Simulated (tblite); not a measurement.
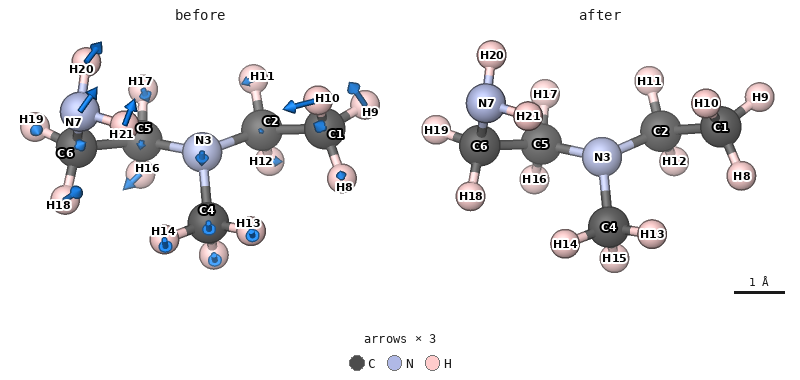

The structure of C₅H₁₄N₂ before (left) and after (right) a relaxation, at one scale. The blue arrows give the displacements, magnified 3 times.

The picture is a ball-and-stick view, seen from a free direction.

Level of theory: tblite, GFN2-xTB geometry optimisation, gas phase. 

### What changed between the two?

The largest moves after the best rigid fit, 0.28 Å, are those of H9 and H18. By element the largest moves are H 0.28 Å, N 0.21 Å, C 0.17 Å. Some distances before and after: C2–N3 1.479 → 1.455 Å, N3–C5 1.478 → 1.455 Å, C6–N7 1.473 → 1.450 Å, C1–C2 1.508 → 1.525 Å. Bond angles that change, for instance: H20–N7–H21 103.0° → 106.7°, C6–N7–H21 105.5° → 108.3°, C2–N3–C5 109.9° → 112.4°. Over 92 geometry steps the energy falls by 10.4 kJ/mol.
